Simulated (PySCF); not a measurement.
| atom | x (Å) | y (Å) | z (Å) |
| --- | --- | --- | --- |
| P | 0.0000 | 0.0000 | -0.5098 |
| O | 0.0000 | 0.0000 | 0.9872 |

All numbers below come from PySCF 2.14.0, PBE0/pcseg-1, non-relativistic, at a bond length of 1.497 Å.

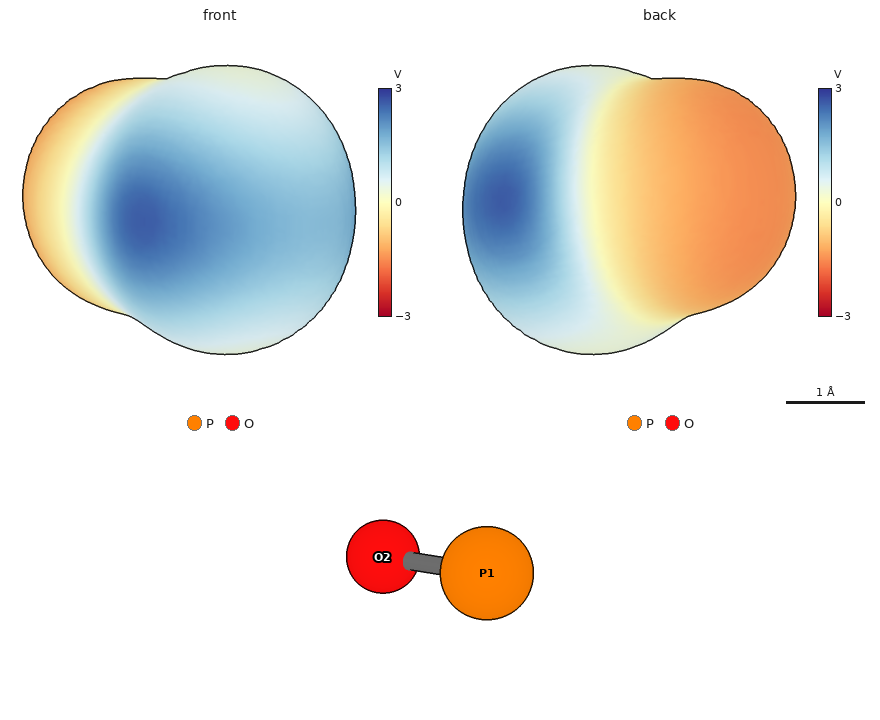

PO (doublet). The electrostatic potential painted on the density surface at 0.004 e/bohr³, seen from the front and from behind; the colour scale runs from red (negative) to blue (positive). The bare structure is drawn below in the same view.

> Where is the surface potential most negative and most positive?

The most negative region (about −1.5 V) lies over O2, the most positive (about +2.6 V) over P1. O2 is the likeliest acceptor of a hydrogen bond.
